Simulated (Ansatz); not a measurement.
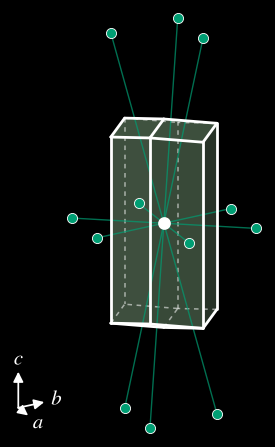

For Zn₂Se₃, the end point of a relaxation with Ansatz 0.2.0, DFT PBE, scalar-relativistic, plane waves, PAW; the starting structure was generated, so it need not be a known form of this composition: the Wigner–Seitz cell of the crystal's lattice, with lines to the lattice points that define its faces. The drawing is computed from the coordinates (standard cell, symmetry found to 0.002 Å).

a = 3.833 Å, b = 3.833 Å, c = 23.915 Å, α = 90.00°, β = 90.00°, γ = 120.00°; space group R-3m (No. 166, hexagonal axes).

### Which of Fedorov's five parallelohedra is it?

A rhombic dodecahedron: 12 faces (12 with 4 edges), 24 edges, 14 vertices. Its volume is that of the primitive cell, 101.4 Å³.

### Which lattice vectors do the faces bisect?

| example | length (Å) | faces | edges of each | area (Å²) |
| --- | --- | --- | --- | --- |
| a + b | 3.83 | 6 | 4 | 17.0 |
| 2/3 a + 1/3 b + 1/3 c | 8.27 | 6 | 4 | 4.4 |
